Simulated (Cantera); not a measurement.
Input: 1 mol CF4, 0.25 mol H2, a varied amount of HCl, at 925 °C and 37.5 Torr.

These are equilibrium values from Cantera (NASA tables, ideal gas, pure condensed phases), not measurements of a reactor. Candidate condensed phases: C, C6H6, C7H8, C8H18; 118 gas species. Gases not in the tables: C2F6 and larger saturated fluorocarbons. Kinetics and transport are ignored.

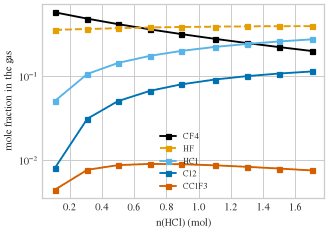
Equilibrium gas composition (values under 1e-9 drawn at 1e-9)

From 0.11 mol HCl to 1.7 mol HCl the condensed part is C(graphite). The main C-bearing gas is CF4 throughout. The share of C in condensed phases is highest at 1.7 mol HCl (31.8 %) and lowest at 0.11 mol HCl (13.2 %).
